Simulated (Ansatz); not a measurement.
# CH3FMoO2: what the fields show

```xyz
8

C    -1.0121   -0.0267    0.3948
Mo    0.9344    0.0079   -0.3699
O     1.7548   -1.1960    0.4456
O     0.7928   -0.4456   -1.9704
F     1.6688    1.6855   -0.1414
H    -1.4614   -1.0128    0.2633
H    -0.9742    0.2136    1.4612
H    -1.6108    0.7169   -0.1390
```

Geometry: PBE0-D4/def2-TZVP; core potentials replace the inner electrons of Mo.

Method: Ansatz 0.2.0, RKS PBE0-D4/def2-TZVPP.

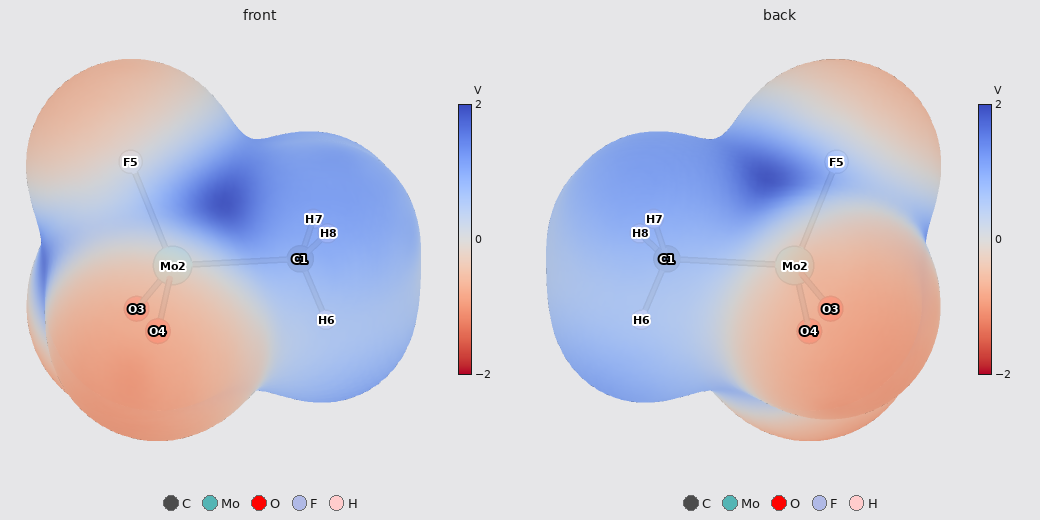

Figure 1. The electrostatic potential painted on the density surface at 0.001 e/bohr³, seen from the front and from behind; the colour scale runs from red (negative) to blue (positive).

**Where is the surface potential most negative and most positive?**

The most negative region (about −1.0 V, or −23 kcal/mol for a unit charge) lies over O3 and O4, the most positive (about +1.8 V, or +42 kcal/mol for a unit charge) over Mo2.

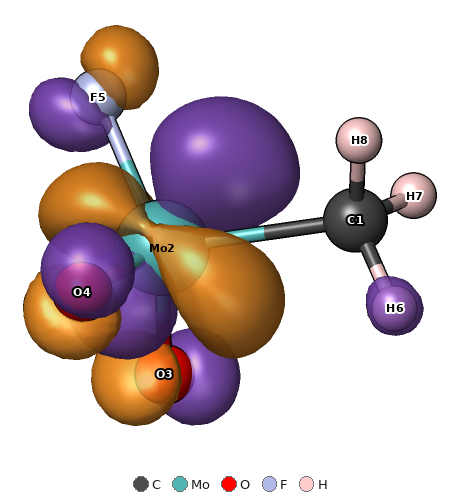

Figure 2. The LUMO at ±0.15 Å⁻³ᐟ² (orange and purple are the two phases), seen at an oblique angle.

**What is the character of this orbital?**

Its weight (Hirshfeld) is mainly on Mo2 (about 65 %), O3 (about 10 %), O4 (about 10 %) and F5 (about 10 %). Its energy is −2.95 eV.

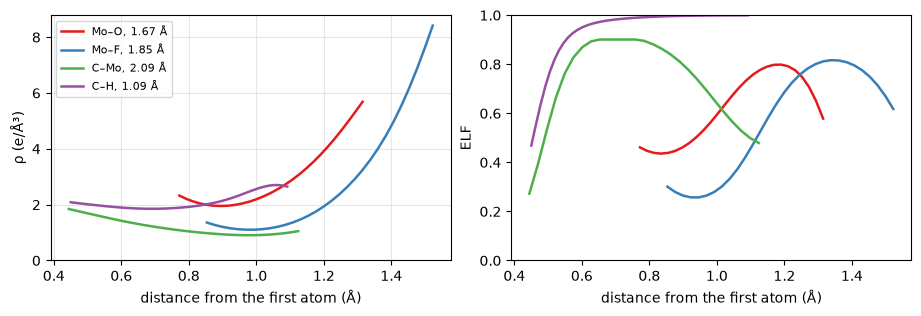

Figure 3. Electron density and electron localisation function along straight lines between neighbouring atoms. The curves leave out the atomic cores.

**Compare the contacts.**

Mo–O (1.67 Å): ρ is about 2 e/Å³ halfway; the ELF peaks at about 0.80 in the valence shell of O, 0.5 Å from its nucleus, and drops to about 0.45 between the two atoms.
Mo–F (1.85 Å): ρ is about 1.2 e/Å³ halfway; the ELF peaks at about 0.80 in the valence shell of F, 0.5 Å from its nucleus, and drops to about 0.25 between the two atoms.
C–Mo (2.09 Å): the density is about 0.93 e/Å³ at the midpoint; the ELF peaks at about 0.90 in the valence shell of C, 0.7 Å from its nucleus, and is about 0.55 at the midpoint.
C–H (1.09 Å): ρ at the midpoint is about 2 e/Å³; the ELF climbs to about 1 towards the hydrogen, as it does in any bond to H (a covalent bond by its length).
